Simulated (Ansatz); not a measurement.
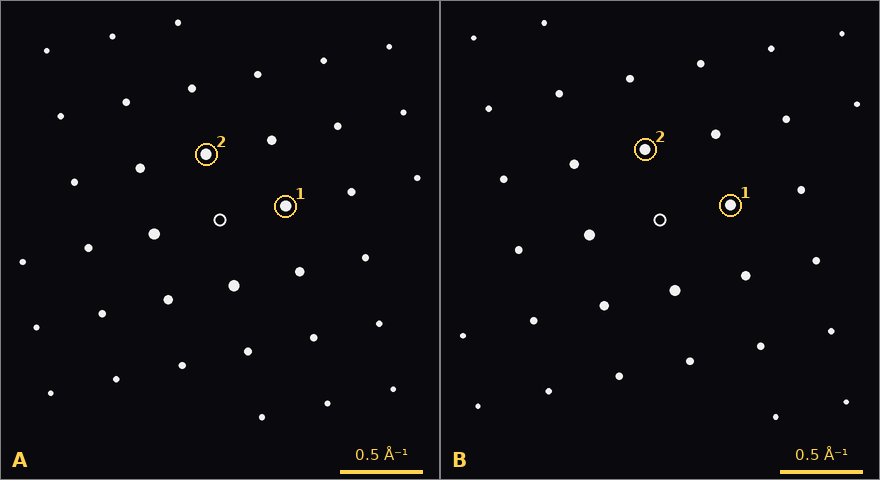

Kinematic electron diffraction patterns (200 kV, B = 0.5 Å², same scale) along [110] of the run's own cell, for the start and the end of one relaxation of AsPt2 with Ansatz, DFT PBE, scalar-relativistic, plane waves, PAW. k mesh 18×18×18. The start is a generated model structure, and the relaxation ends in the nearest stationary point of its symmetry, not necessarily the ground state. Spot 1 is -1 1 0 and spot 2 is 0 0 1 in both.

Start structure:

```yaml
crystal:
  lattice:
    - [-1.71390, 1.71390, 4.20442]
    - [1.71390, -1.71390, 4.20442]
    - [1.71390, 1.71390, -4.20442]
  atoms:
    - { symbol: As, position: [0.00000, 0.00000, 0.00000] }
    - { symbol: Pt, position: [0.66500, 0.66500, 0.00000] }
    - { symbol: Pt, position: [0.33500, 0.33500, 0.00000] }
```

Which pattern belongs to the start structure, and which to the relaxed one?

Answer. A is the start: its cell gives d(1) = 2.424 Å, d(2) = 2.424 Å and an angle of 90.0°. B is the relaxed structure, with d(1) = 2.256 Å (-6.9 %), d(2) = 2.256 Å (-6.9 %) and 90.0°.

Summarise the relaxation behind the change.

Answer. The volume changed by -1.6 % to 16.21 Å³ an atom; with the mean shift removed, the atoms moved by up to 0.11 Å relative to the cell (Pt most); the space group stayed I4/mmm (No. 139); the free energy fell by 56 meV an atom. Relaxed cell: a = 5.282 Å, b = 5.282 Å, c = 5.282 Å, α = 144.84°, β = 144.84°, γ = 50.58°.
